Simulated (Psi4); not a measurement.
# wB97X/def2-TZVPPD (core potential) run of InH3 (SMILES [H][In]([H])[H])

Aim: the energy change on altering one bond length of InH3 at wB97X/def2-TZVPPD (core potential), from 2 runs. 

The calculation is run with Psi4 1.11.

## 1. The system as given

The species is InH3 (4 atoms), meant as a singlet with charge 0. As SMILES, `[H][In]([H])[H]`. The shape comes from GFN2-xTB, which is rough for such elements, and wasn't checked as a minimum.

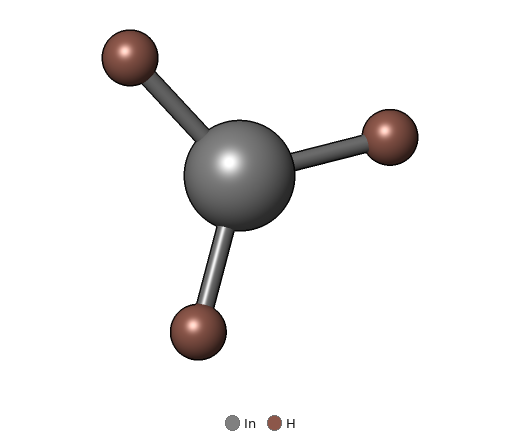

The structure, seen from a chosen angle (indium grey, hydrogen brown).

## 2. A single-point energy at wB97X/def2-TZVPPD (core potential)

h3in.json reads:

```json
{
 "schema_name": "qcschema_input",
 "schema_version": 1,
 "molecule": {
  "schema_name": "qcschema_molecule",
  "schema_version": 2,
  "symbols": ["In", "H", "H", "H"],
  "geometry": [0.00120942, -0.0013984, -0.00102045, 3.24830693, -0.05251549, 0.0255302, -1.57699535, 2.8372348, -0.03359933, -1.672521, -2.78333981, 0.00908958],
  "molecular_charge": 0,
  "molecular_multiplicity": 1,
  "fix_symmetry": "c1",
  "fix_com": true,
  "fix_orientation": true
 },
 "driver": "energy",
 "model": {
  "method": "wb97x",
  "basis": "def2-TZVPPD"
 },
 "keywords": {
  "puream": true,
  "e_convergence": 1e-09,
  "d_convergence": 1e-08,
  "scf_type": "pk",
  "dft_radial_points": 99,
  "dft_spherical_points": 590
 }
}
```

Command:

```sh
$ psi4 --qcschema h3in.json -n 1 --memory 1600MB
```

stdout:

```text
[...]
    !!!  WARNING: ECP capability is in beta. Please check occupations closely.  !!!
[...]
  Running in c1 symmetry.
[...]
  Nuclear repulsion =   19.933362397008178
[...]
  Multiplicity = 1
[...]
  Nalpha       = 12
  Nbeta        = 12
[...]
    Number of basis functions: 107
[...]
   @RKS iter   1:  -191.85377057537650   -1.06782e+00   4.06047e-03 ADIIS/DIIS
[...]
   @RKS iter  10:  -191.93114759789341   -7.33280e-12   3.66940e-09 DIIS
[...]
    Orbital Energies [Eh]
    ---------------------
    Doubly Occupied:
       1A     -4.777807     2A     -3.195696     3A     -3.181014
       4A     -3.181008     5A     -0.884457     6A     -0.875559
       7A     -0.875556     8A     -0.871753     9A     -0.871718
      10A     -0.544181    11A     -0.388619    12A     -0.388351
[...]
  @RKS Final Energy:  -191.93114759789341
   => Energetics <=
    Nuclear Repulsion Energy =             19.9333623970081781
    One-Electron Energy =                -376.0923573365705579
    Two-Electron Energy =                 176.2289861349918851
    DFT Exchange-Correlation Energy =     -12.0011387933229106
    Empirical Dispersion Energy =           0.0000000000000000
    VV10 Nonlocal Energy =                  0.0000000000000000
    Total Energy =                       -191.9311475978934141
[...]
 Multipole Moments:
 ------------------------------------------------------------------------------------
     Multipole            Electronic (a.u.)      Nuclear  (a.u.)        Total (a.u.)
 ------------------------------------------------------------------------------------
 L = 1.  Multiply by 2.5417464519 to convert [e a0] to [Debye]
 Dipole X            :         -0.0227434            0.0241884            0.0014450
 Dipole Y            :          0.0260507           -0.0279869           -0.0019362
 Dipole Z            :          0.0193696           -0.0204090           -0.0010394
 Magnitude           :                                                    0.0026301
[...]
```

The result, in JSON:

```text
{
 "driver": "energy",
 "model": {
  "method": "wb97x",
  "basis": "def2-TZVPPD"
 },
 "success": true,
 "return_result": -191.9311475978934,
 "properties": {
  "calcinfo_nbasis": 107,
  "calcinfo_nmo": 107,
  "calcinfo_nalpha": 12,
  "calcinfo_nbeta": 12,
  "calcinfo_natom": 4,
  "nuclear_repulsion_energy": 19.933362397008178,
  "return_energy": -191.9311475978934,
  "scf_one_electron_energy": -376.09235733657056,
  "scf_two_electron_energy": 176.22898613499189,
  "scf_xc_energy": -12.00113879332291,
  "scf_dipole_moment": [0.0014449809333811903, -0.001936214016111798, -0.0010394401132866014],
  "scf_total_energy": -191.9311475978934,
  "scf_iterations": 10
 }
}
```

It took 11 s on 1 thread of Intel Xeon 6975P-C (Granite Rapids), shared host; peak memory 0.71 GiB.

## 3. The distorted shape: energy and gradient at wB97X/def2-TZVPPD (core potential)

job.dat reads:

```
memory 1600 mb

molecule molecule1 {
  0 1
  In     0.125915    -0.226066     0.002046
  H      1.844205    -0.253116     0.016096
  H     -0.834510     1.501400    -0.017780
  H     -0.759785    -1.698206     0.007396
  units angstrom
  symmetry c1
}

set reference rks
set puream true
set e_convergence 1e-09
set d_convergence 1e-08
set scf_type pk
set dft_radial_points 99
set dft_spherical_points 590

result, w = gradient("wb97x/def2-TZVPPD", return_wfn=True)
```

Command:

```sh
$ psi4 -i job.dat -o job.out -n 1
```

job.out:

```text
[...]
    !!!  WARNING: ECP capability is in beta. Please check occupations closely.  !!!
[...]
  Running in c1 symmetry.
[...]
  Nuclear repulsion =   19.064935287278647
[...]
  Multiplicity = 1
[...]
  Nalpha       = 12
  Nbeta        = 12
[...]
    Number of basis functions: 107
[...]
   @RKS iter   1:  -191.84609873374487   -1.09857e+00   3.98868e-03 DIIS/ADIIS
[...]
   @RKS iter  10:  -191.92007880426149   -4.74643e-12   2.22634e-09 DIIS
[...]
    Orbital Energies [Eh]
    ---------------------
    Doubly Occupied:
       1A     -4.784255     2A     -3.201988     3A     -3.187511
       4A     -3.187469     5A     -0.889781     6A     -0.881858
       7A     -0.881568     8A     -0.877938     9A     -0.874283
      10A     -0.538520    11A     -0.394201    12A     -0.374254
[...]
  @RKS Final Energy:  -191.92007880426149
   => Energetics <=
    Nuclear Repulsion Energy =             19.0649352872786473
    One-Electron Energy =                -374.2749583461818474
    Two-Electron Energy =                 175.2635294324200572
    DFT Exchange-Correlation Energy =     -11.9735851777783662
    Empirical Dispersion Energy =           0.0000000000000000
    VV10 Nonlocal Energy =                  0.0000000000000000
    Total Energy =                       -191.9200788042614931
[...]
 Multipole Moments:
 ------------------------------------------------------------------------------------
     Multipole            Electronic (a.u.)      Nuclear  (a.u.)        Total (a.u.)
 ------------------------------------------------------------------------------------
 L = 1.  Multiply by 2.5417464519 to convert [e a0] to [Debye]
 Dipole X            :          0.3163678           -0.1920246            0.1243432
 Dipole Y            :         -0.5660396            0.3429000           -0.2231396
 Dipole Z            :          0.0022100           -0.0006399            0.0015701
 Magnitude           :                                                    0.2554505
[...]
  -Total Gradient:
     Atom            X                  Y                   Z
    ------   -----------------  -----------------  -----------------
       1        0.017170503537    -0.031053994395     0.000299566111
       2        0.000191189069    -0.001964298673     0.000036483515
       3       -0.018968880656     0.034070692379    -0.000375197349
       4        0.001616916605    -0.001067282818     0.000040387954
[...]
```

It took 19 s on 1 thread of Intel Xeon 6975P-C (Granite Rapids), shared host; peak memory 0.72 GiB.

## 4. Summary of results

At wB97X/def2-TZVPPD (core potential):

```
                                                          quantity          value
                                         first shape: total energy  -191.93115 Eh
                                        first shape: dipole moment         0.01 D
                                          first shape: HOMO energy      -10.57 eV
                                          first shape: LUMO energy       -0.14 eV
                                        first shape: HOMO–LUMO gap       10.43 eV
                                     distorted shape: total energy  -191.92008 Eh
                                    distorted shape: dipole moment         0.65 D
                                      distorted shape: HOMO energy      -10.18 eV
                                      distorted shape: LUMO energy       -0.22 eV
                                    distorted shape: HOMO–LUMO gap        9.97 eV
                         distorted shape: largest force on an atom     2.005 eV/Å
energy change with the In1–H3 bond stretched from 1.719 to 1.977 Å       0.301 eV
```

With the In1–H3 bond stretched from 1.719 to 1.977 Å the energy rises by 0.30 eV (6.9 kcal/mol). The first shape isn't relaxed at this level, so the change isn't measured from a minimum.
